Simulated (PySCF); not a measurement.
**C5H9NSi (SMILES C=C(C#N)CC[SiH3]): density, localisation and related maps**

```xyz
16

C    -2.2762    1.2944   -0.1918
C    -1.5367    0.2043   -0.3834
C    -2.1267   -1.0798   -0.2836
N    -2.5870   -2.1272   -0.2098
C    -0.0603    0.2112   -0.6656
C     0.7169   -0.3273    0.5386
Si    2.5972   -0.3620    0.2427
H    -3.3271    1.2355    0.0370
H    -1.8454    2.2792   -0.2622
H     0.2578    1.2310   -0.8903
H     0.1453   -0.4126   -1.5397
H     0.3594   -1.3335    0.7693
H     0.4853    0.2899    1.4099
H     3.0502    0.9981   -0.0593
H     3.2556   -0.8573    1.4498
H     2.8842   -1.2350   -0.8959
```

Geometry: GFN2-xTB.

Computed with B3LYP/def2-SVPD, SCF density, gas phase (PySCF 2.14.0).

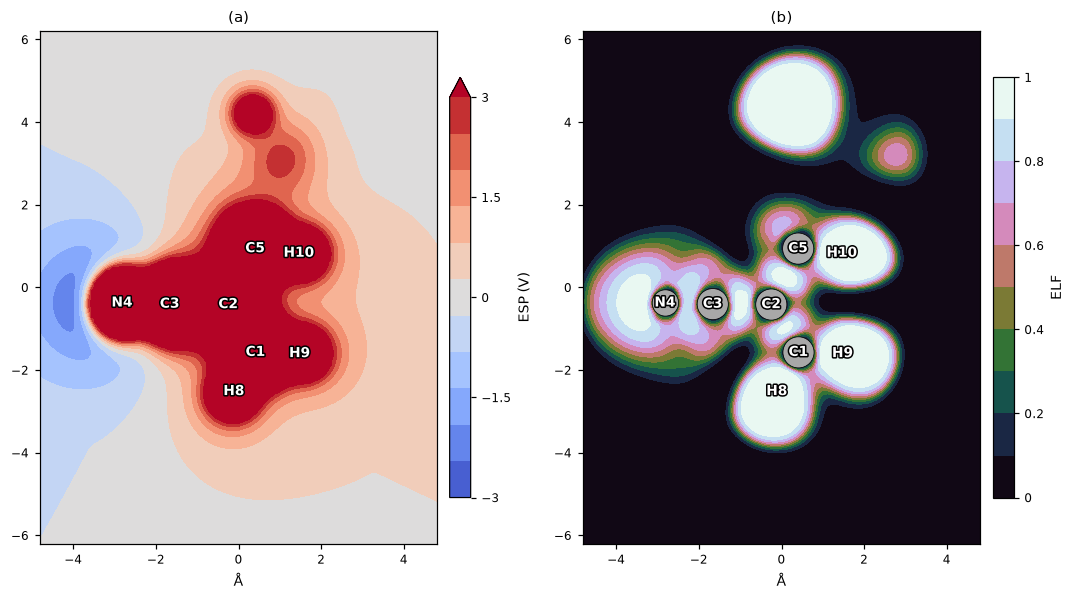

Figure 1. (a) electrostatic potential; (b) ELF on the plane of atoms H8, C1 and H9. Grey discs cover the atomic cores in the ELF map.

Question: What do the fields say about this system?

Answer:
- The plane passes through C, N and H nuclei.
- C–N (1.15 Å): the ELF peaks at about 0.90 between the atoms; a short, multiple covalent bond.
- C–C (1.33 Å): the ELF peaks at about 0.95 between the atoms: a multiple bond.
- C–H (1.08 Å): the ELF climbs to about 1 towards the hydrogen, as it does in any bond to H: an ordinary covalent bond to hydrogen.
- C–C (1.42 Å): the ELF peaks at about 0.95 between the atoms: localised, covalent bonding.
- C–C (1.50 Å): the ELF peaks at about 0.95 between the atoms, as expected for localised, covalent bonding.
- The ELF also peaks beside N4, away from the bonds: lone-pair regions.
- Outside the dense part of the molecule the potential is most negative (−2.2 V) near N4.

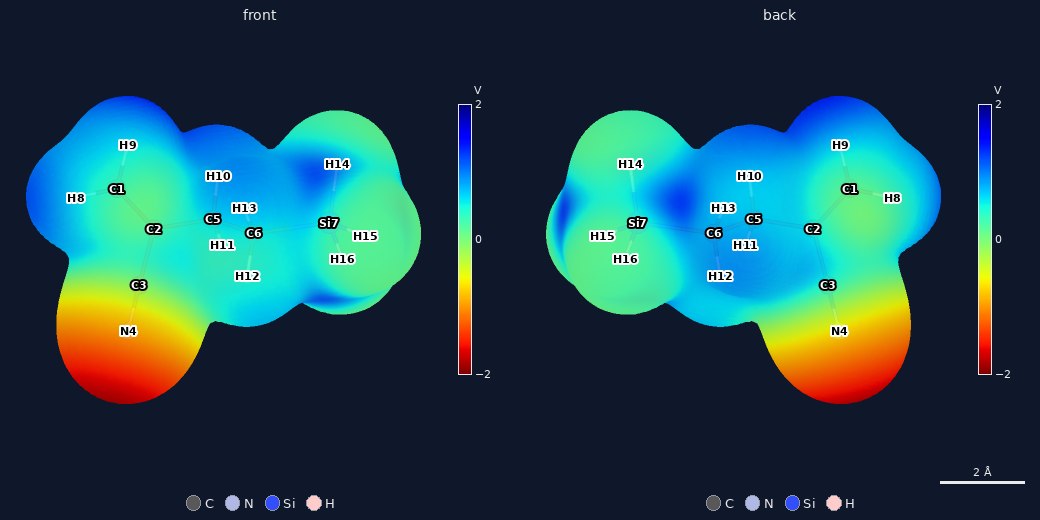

Figure 2. The electrostatic potential painted on the density surface at 0.002 e/bohr³, seen from the front and from behind; red is negative and blue positive.

Question: Where is the surface potential most negative and most positive?

Answer: The most negative region (about −1.8 V) lies over N4, the most positive (about +1.3 V) over Si7 and H9. N4 is the likeliest acceptor of a hydrogen bond.

Question: What dipole moment does the calculation give?

Answer: Its dipole moment is 3.74 D.
